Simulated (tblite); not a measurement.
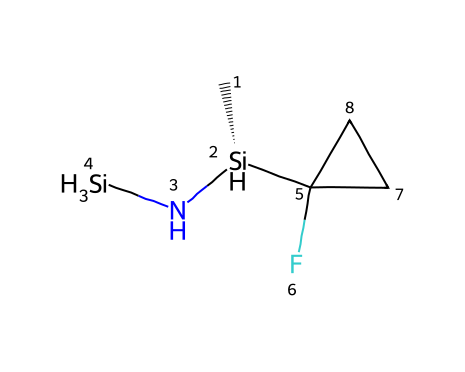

Skeletal drawing with numbered atoms; wedges and dashes mark any stereocentres. The configuration is that of a computed structure (GFN2-xTB).

What are the Cahn–Ingold–Prelog descriptors?

Si2: R.

Write the isomeric SMILES.

C[Si@@H](N[SiH3])C1(F)CC1
